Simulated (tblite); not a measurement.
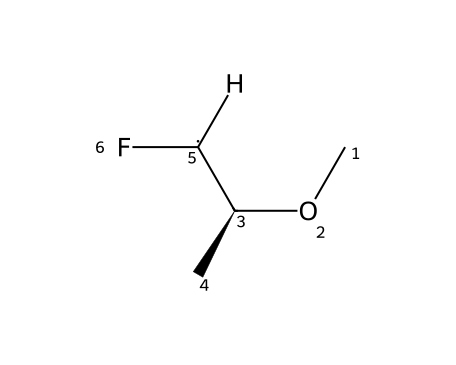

A structural formula, with wedges where it has stereocentres; small numbers name the atoms. The configuration is that of a computed structure (GFN2-xTB).

What are the Cahn–Ingold–Prelog descriptors?

C3: S.
